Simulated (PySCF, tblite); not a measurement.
# C₃H₄BF₃O₂: a rotation path, then NMR shifts on frames

How do NMR shifts of C₃H₄BF₃O₂ (`FC(F)(F)[C@H]1COBO1`) change as the atoms move?

Programs: tblite 0.8.0 and PySCF 2.14.0, with density-fitted response routines of our own. Each step states its level of theory. These are calculated values for one molecule in the gas phase, unless marked as measured. Atoms are numbered from 0 throughout.

### 1 Starting geometry

13 atoms, charge 0, multiplicity 1; geometry from: GFN2-xTB.

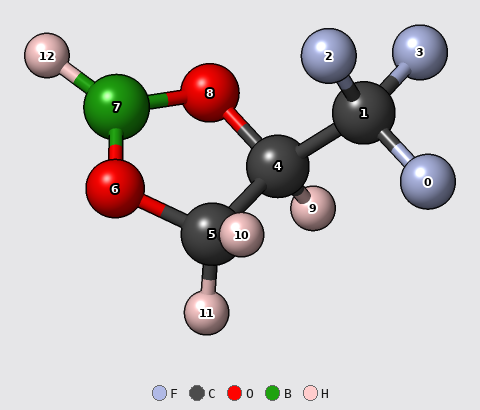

The starting geometry (fluorine light blue, carbon dark grey, oxygen red, boron green, hydrogen pink), atoms numbered.

### 2 The rotation path with GFN2-xTB

The job: settings as JSON, then the geometry in Å.

```
{"job": {"kind": "neb", "xc": "GFN2-xTB", "basis": "xTB", "atoms": [0, 1, 4, 8], "turn": 120}, "charge": 0, "multiplicity": 1}
F      2.394517    -0.245508     0.577212
C      1.454988     0.602460     0.120356
F      1.100347     1.371915     1.152652
F      2.050614     1.388391    -0.776986
C      0.268565    -0.169787    -0.467754
C     -0.421964    -1.051300     0.606691
O     -1.712205    -0.500864     0.731337
B     -1.844402     0.531345    -0.129405
O     -0.717786     0.740049    -0.876190
H      0.640784    -0.735764    -1.330438
H      0.089371    -1.000853     1.572881
H     -0.502193    -2.095058     0.291208
H     -2.805024     1.165460    -0.246475
```

Level: GFN2-xTB climbing-image nudged elastic band, gas phase.

Launch:

```sh
$ OMP_NUM_THREADS=1 python probes_run.py task.json out
```

The driver reads the jobs from task.json and runs them one after another.

The program printed:

```text
image   E - E0 / eV
  0       0.0000
  1       0.0176
  2       0.0552
  3       0.0912
  4       0.1063
  5       0.0918
  6       0.0554
  7       0.0171
  8       0.0000
```

Wall time 2.9 s (1 thread of Arm Neoverse N1, shared host).

The final band, with the dihedral F0–C1–C4–O8:

| image | dihedral (°) | energy (eV) | energy (kcal/mol) |
| --- | --- | --- | --- |
| 0 | 177 | 0.000 | 0.0 |
| 1 | 193 | 0.018 | 0.4 |
| 2 | 208 | 0.055 | 1.3 |
| 3 | 223 | 0.091 | 2.1 |
| 4 | 238 | 0.106 | 2.5 |
| 5 | 253 | 0.092 | 2.1 |
| 6 | 267 | 0.055 | 1.3 |
| 7 | 282 | 0.017 | 0.4 |
| 8 | 297 | 0.000 | 0.0 |

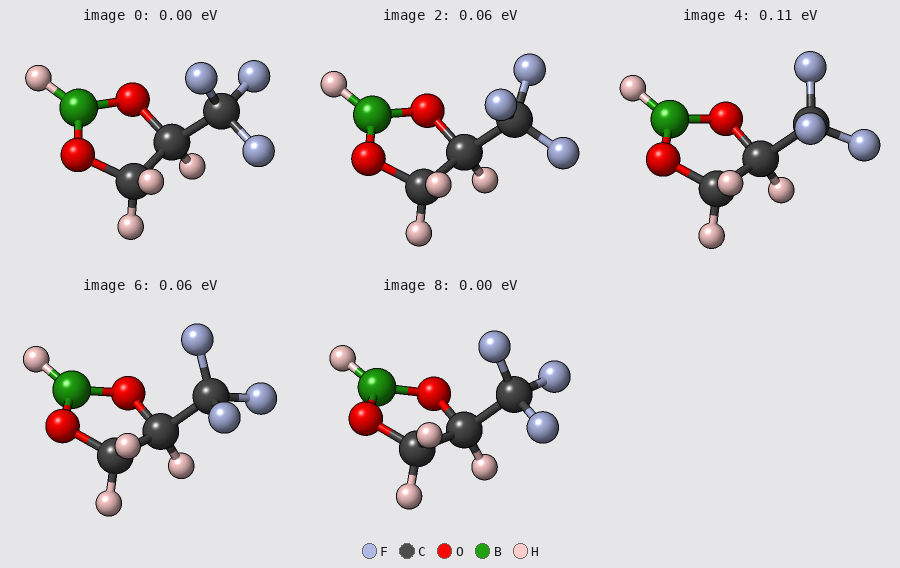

Images along the band.

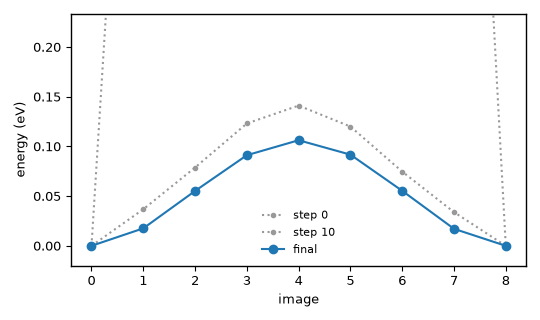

Energy along the band, early and final.

### 3 Shielding tensors: image 0, PBE0/pcSseg-1

The job: settings as JSON, then the geometry in Å.

```
{"job": {"kind": "nmr", "xc": "PBE0", "basis": "pcSseg-1", "pop": false}, "charge": 0, "multiplicity": 1}
F      2.394500    -0.245500     0.577200
C      1.455000     0.602500     0.120400
F      1.100300     1.371900     1.152700
F      2.050600     1.388400    -0.777000
C      0.268600    -0.169800    -0.467800
C     -0.422000    -1.051300     0.606700
O     -1.712200    -0.500900     0.731300
B     -1.844400     0.531300    -0.129400
O     -0.717800     0.740000    -0.876200
H      0.640800    -0.735800    -1.330400
H      0.089400    -1.000900     1.572900
H     -0.502200    -2.095100     0.291200
H     -2.805000     1.165500    -0.246500
```

With the program's defaults for keys left out, this is: GIAO PBE0/pcSseg-1 NMR shielding, non-relativistic, gas phase.

The program printed:

```text
coarse grid: 12256 points
cycle   1  E = -590.6829450342  dE =  1.678e+00  |g| = 1.123e+00  |ddm| = 3.179e+00
cycle   2  E = -590.4202289427  dE =  2.627e-01  |g| = 1.717e+00  |ddm| = 1.553e+00
cycle   3  E = -590.8949501154  dE = -4.747e-01  |g| = 6.116e-02  |ddm| = 9.985e-01
cycle   4  E = -590.8954074491  dE = -4.573e-04  |g| = 3.923e-02  |ddm| = 6.280e-02
cycle   5  E = -590.8956907626  dE = -2.833e-04  |g| = 1.175e-02  |ddm| = 2.967e-02
cycle   6  E = -590.8957113149  dE = -2.055e-05  |g| = 3.742e-03  |ddm| = 7.731e-03
cycle   7  E = -590.8957138203  dE = -2.505e-06  |g| = 5.460e-04  |ddm| = 2.411e-03
final grid: 123552 points
cycle   8  E = -590.9885893316  dE = -5.570e-05  |g| = 1.115e-02  |ddm| = 2.807e-02
cycle   9  E = -590.9885662653  dE =  2.307e-05  |g| = 1.632e-02  |ddm| = 1.480e-02
cycle  10  E = -590.9886112413  dE = -4.498e-05  |g| = 6.958e-04  |ddm| = 8.797e-03
cycle  11  E = -590.9886113441  dE = -1.029e-07  |g| = 2.564e-04  |ddm| = 8.169e-04
cycle  12  E = -590.9886113561  dE = -1.193e-08  |g| = 7.746e-05  |ddm| = 2.110e-04
cycle  13  E = -590.9886113570  dE = -9.147e-10  |g| = 2.415e-05  |ddm| = 5.538e-05
converged SCF energy = -590.9886113570

GIAO shielding tensors (ppm)
atom      isotropic    diamagn.    paramagn.     s11        s22        s33       span
  0 F      263.893     473.298    -209.405    179.875    264.363    347.441    167.566
  1 C       53.609     243.146    -189.537     49.118     53.568     58.140      9.023
  2 F      276.104     474.682    -198.578    196.783    278.434    353.095    156.312
  3 F      261.931     471.302    -209.372    179.390    264.098    342.304    162.915
  4 C      107.238     249.270    -142.031     81.281    101.595    138.839     57.559
  5 C      117.171     248.683    -131.511     81.882    106.011    163.621     81.739
  6 O      196.277     391.665    -195.388     52.636    258.190    278.005    225.368
  7 B       72.302     199.189    -126.886     60.426     72.860     83.621     23.195
  8 O      193.454     392.698    -199.244     75.816    242.927    261.619    185.802
  9 H       26.884      30.109      -3.225     24.287     25.603     30.762      6.475
 10 H       27.089      29.968      -2.879     23.036     27.667     30.563      7.528
 11 H       27.104      29.458      -2.353     22.586     26.323     32.405      9.819
 12 H       27.663      29.688      -2.025     25.125     26.053     31.813      6.688
```

Wall time 36 s (1 thread of Arm Neoverse N1, shared host); peak memory 0.77 GiB.

The references, computed at this level on geometries of the same kind, shield at (ppm): 1H TMS 31.72, 13C TMS 186.9, 19F CFCl3 170.9, 17O H2O 336.1, 11B BF3·OEt2 100.1. Their shielding less the atom's gives the shift. The references are single molecules in the gas phase, so shifts against H2O, NH3, PH3, H3PO4 or CFCl3 are not on the usual liquid scales and can be off by tens of ppm. Each atom is listed at this fixed geometry, with no averaging over motion; a spectrum would average atoms that exchange fast.

| atoms | environment | σ (ppm) | δ (ppm) |
| --- | --- | --- | --- |
| C1 | CF3 carbon | 53.6 | 133.3 |
| C4 | sp3 CH bonded to O | 107.2 | 79.7 |
| C5 | sp3 CH2 bonded to O | 117.2 | 69.8 |
| H9 | hydrogen on an sp3 CH bonded to O | 26.88 | 4.83 |
| H10 | hydrogen on an sp3 CH2 bonded to O | 27.09 | 4.63 |
| H11 | hydrogen on an sp3 CH2 bonded to O | 27.10 | 4.61 |
| H12 | hydrogen on a boron bonded to 2 O, in a 5-membered ring | 27.66 | 4.05 |
| F3 | fluorine of a CF3 group | 261.9 | -91.0 |
| F0 | fluorine of a CF3 group | 263.9 | -92.9 |
| F2 | fluorine of a CF3 group | 276.1 | -105.2 |
| O8 | oxygen bonded to C, B, in a 5-membered ring | 193.5 | 142.6 |
| O6 | oxygen bonded to C, B, in a 5-membered ring | 196.3 | 139.8 |
| B7 | boron bonded to 2 O, H, in a 5-membered ring | 72.3 | 27.8 |

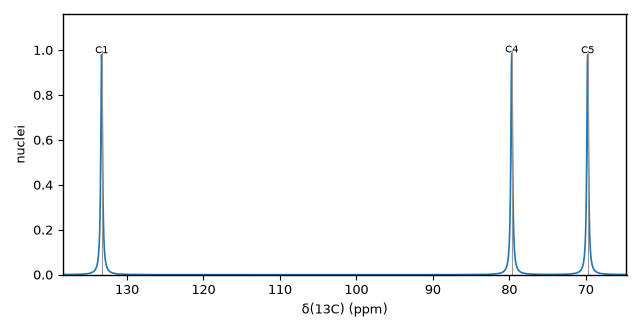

13C lines at the computed shifts, without couplings. Lines are broadened to a width of 0.25 ppm (Lorentzian).

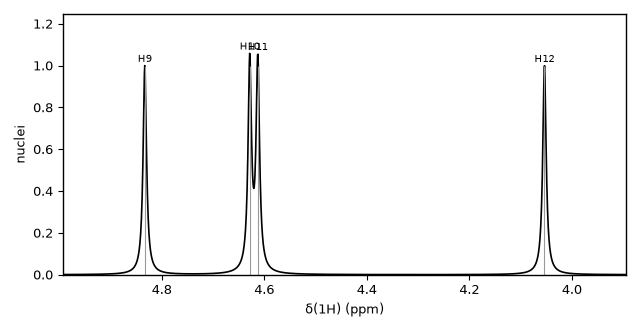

1H lines at the computed shifts, without couplings. Lines are broadened to a width of 0.01 ppm (Lorentzian).

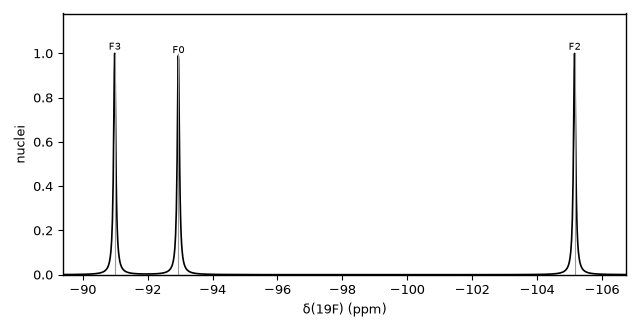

19F lines at the computed shifts, without couplings. Lines are broadened to a width of 0.08 ppm (Lorentzian).

Ring of atoms C4, C5, O6, B7, O8: NICS(0) -6.2, NICS(1) -2.7, NICS(1)zz -5.9 ppm (means of both faces).

### 4 NMR shieldings: image 2, PBE0/pcSseg-1

The job: settings as JSON, then the geometry in Å.

```
{"job": {"kind": "nmr", "xc": "PBE0", "basis": "pcSseg-1", "pop": false}, "charge": 0, "multiplicity": 1}
F      2.608500    -0.132000     0.074700
C      1.473900     0.586200     0.122800
F      1.320200     0.955500     1.401000
F      1.688100     1.699500    -0.573200
C      0.285400    -0.227600    -0.425100
C     -0.473500    -1.009400     0.680300
O     -1.752900    -0.419000     0.706400
B     -1.824300     0.540300    -0.241100
O     -0.664800     0.658100    -0.953700
H      0.674500    -0.871200    -1.224100
H     -0.008400    -0.900500     1.664100
H     -0.573100    -2.071300     0.441900
H     -2.758100     1.191900    -0.449000
```

Method: GIAO PBE0/pcSseg-1 NMR shielding, non-relativistic, gas phase.

The program printed:

```text
coarse grid: 12256 points
cycle   1  E = -590.6759449365  dE =  1.682e+00  |g| = 1.129e+00  |ddm| = 3.184e+00
cycle   2  E = -590.4059022420  dE =  2.700e-01  |g| = 1.733e+00  |ddm| = 1.572e+00
cycle   3  E = -590.8903759188  dE = -4.845e-01  |g| = 6.035e-02  |ddm| = 1.012e+00
cycle   4  E = -590.8908245648  dE = -4.486e-04  |g| = 3.872e-02  |ddm| = 6.241e-02
cycle   5  E = -590.8911059435  dE = -2.814e-04  |g| = 1.162e-02  |ddm| = 2.958e-02
cycle   6  E = -590.8911262201  dE = -2.028e-05  |g| = 3.793e-03  |ddm| = 7.698e-03
cycle   7  E = -590.8911287871  dE = -2.567e-06  |g| = 5.300e-04  |ddm| = 2.406e-03
final grid: 123552 points
cycle   8  E = -590.9846910648  dE = -5.684e-05  |g| = 1.101e-02  |ddm| = 2.711e-02
cycle   9  E = -590.9846683298  dE =  2.274e-05  |g| = 1.615e-02  |ddm| = 1.440e-02
cycle  10  E = -590.9847123022  dE = -4.397e-05  |g| = 6.687e-04  |ddm| = 8.692e-03
cycle  11  E = -590.9847123972  dE = -9.494e-08  |g| = 2.436e-04  |ddm| = 7.961e-04
cycle  12  E = -590.9847124079  dE = -1.074e-08  |g| = 7.875e-05  |ddm| = 2.027e-04
cycle  13  E = -590.9847124088  dE = -9.265e-10  |g| = 2.555e-05  |ddm| = 5.572e-05
converged SCF energy = -590.9847124088

GIAO shielding tensors (ppm)
atom      isotropic    diamagn.    paramagn.     s11        s22        s33       span
  0 F      253.811     472.226    -218.415    171.450    247.466    342.517    171.067
  1 C       53.575     242.351    -188.776     49.320     52.724     58.681      9.361
  2 F      268.668     474.622    -205.954    192.515    269.776    343.714    151.198
  3 F      261.261     471.349    -210.088    179.624    272.548    331.611    151.987
  4 C      106.283     249.221    -142.939     81.086     99.611    138.151     57.065
  5 C      117.264     248.406    -131.141     82.887    106.206    162.701     79.814
  6 O      196.600     391.701    -195.101     52.744    255.239    281.817    229.073
  7 B       72.782     199.314    -126.532     60.950     73.165     84.231     23.281
  8 O      189.314     392.476    -203.161     64.061    235.586    268.296    204.234
  9 H       26.825      30.048      -3.223     23.722     25.921     30.832      7.110
 10 H       26.891      29.894      -3.003     23.017     27.332     30.322      7.305
 11 H       27.132      29.380      -2.247     22.654     26.234     32.510      9.856
 12 H       27.688      29.727      -2.039     25.092     26.116     31.856      6.764
```

It took 38 s on 1 thread of Arm Neoverse N1, shared host; peak memory 0.82 GiB.

This run: δ C1 133.4, C4 80.6, C5 69.7, F0 -82.9, H9 4.89, H10 4.83 ppm.

[end of part 1 of 2]
